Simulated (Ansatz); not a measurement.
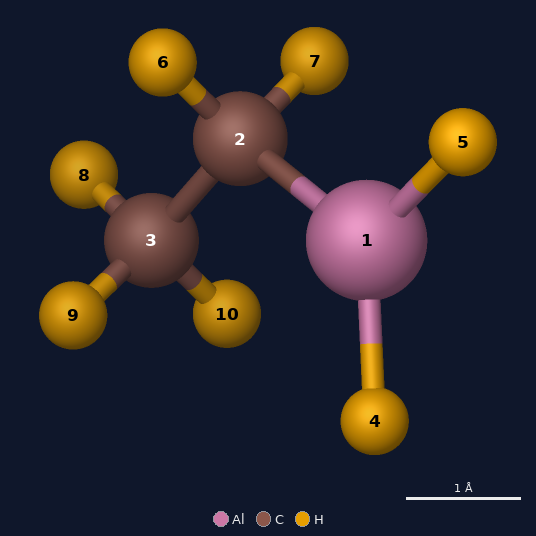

The atoms are numbered. The computed structure is the end point of a PBE0-D4/def2-TZVP optimisation.

Give the bond lengths.

```csv
bond,length (Å)
Al1–C2,1.958
Al1–H4,1.592
Al1–H5,1.592
C2–C3,1.528
C2–H6,1.099
C2–H7,1.099
C3–H8,1.094
C3–H9,1.093
C3–H10,1.093
```
